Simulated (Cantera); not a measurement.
Charge: 1 mol SiHCl3, 26 mol NH3, 2.2 mol N2, equilibrated at 1.00 bar.

Equilibrium computed with Cantera from the NASA thermochemical tables; the gas is ideal and each condensed phase is pure. Candidate condensed phases: NH4Cl, Si, Si3N4; 28 gas species. The tables' values for SiCl3, SiCl are old estimates; treat these amounts as uncertain. Gases not in the tables: Si2H6 and higher silanes. The numbers say what is thermodynamically allowed, not how fast it happens.

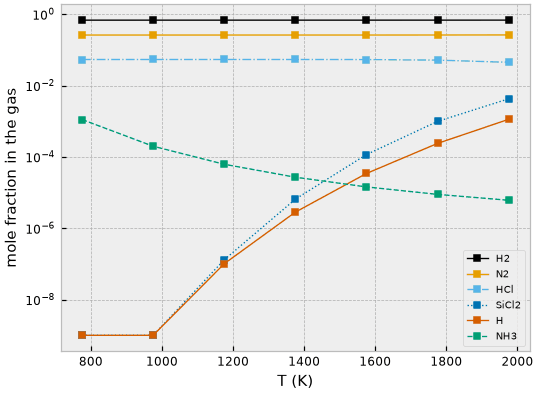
Equilibrium gas composition (values under 1e-9 drawn at 1e-9)

### Question
Read off the mole fractions at 1775 K.

### Answer
H2 about 0.68, N2 about 0.26, HCl about 0.052, SiCl2 about 0.00099, H about 0.00024, NH3 about 8.9e-6.
